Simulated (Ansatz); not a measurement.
These are PBE (plane waves to 420 eV, PAW; Ansatz, a quantum-chemistry and plane-wave program) values and carry that method's errors.

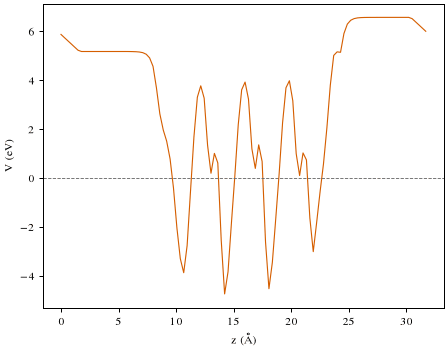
Figure. Plane-averaged electrostatic potential energy along the normal, in eV from the Fermi level, for the (111)A surface of zinc-blende CdTe, Cd-terminated, 2x2 with 3 H on 4 top atoms (bottom of the slab: 2 H on 4 bottom sites)

Set-up: 37 atoms, 16.0 Å thick at the start with caps and adatoms; mesh 3x3x1; 0.025 eV smearing; dipole correction on; 8 atoms held, the rest relaxed; held to the start's symmetry, so lower structures may exist; spin-polarised, no spin-orbit, no U. The slab shows no gap over 0.04 eV on its mesh. The starting moment vanished. It is one candidate, not shown to be the stable structure of the face.

Problem. The surface cell has an area of 75.91 Å². What dipole along the normal does the step between the two vacuum levels imply?

Solution. the top vacuum level lies 1.40 eV above the bottom one; p = −ε₀ A ΔV (ε₀ = 0.005526 e/(V·Å)) gives -0.59 e·Å a cell.
